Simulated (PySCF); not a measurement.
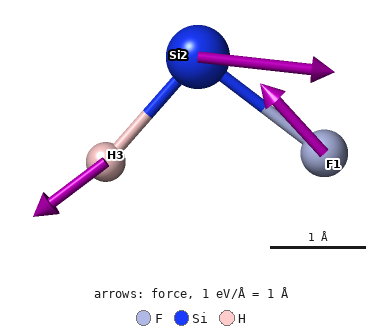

Starting geometry of HSiF with the computed forces as purple arrows. A ball-and-stick model, seen at a tilt.

The start comes from GFN2-xTB. Its atoms were then displaced at random by about 0.01 Å.

Theory: PBE0-D3(BJ)/def2-SVP geometry optimisation, gas phase (PySCF). 

Question: Is this structure relaxed? If not, where do the atoms go?

Answer: It isn't relaxed: the largest force vector, on Si2, is 1.45 eV/Å. The final displacements follow the starting forces only in part (cosine between the two patterns 0.73). Over 3 geometry steps the energy falls by 0.056 eV. The atom that moves furthest after the best rigid fit is H3 (0.057 Å). By element the largest moves are H 0.057 Å, Si 0.040 Å, F 0.031 Å. Near-neighbour distances that change, for instance: Si2–H3 1.487 → 1.548 Å, F1–Si2 1.674 → 1.636 Å. Among the angles between lasting bonds that change: F1–Si2–H3 93.6° → 96.9°.
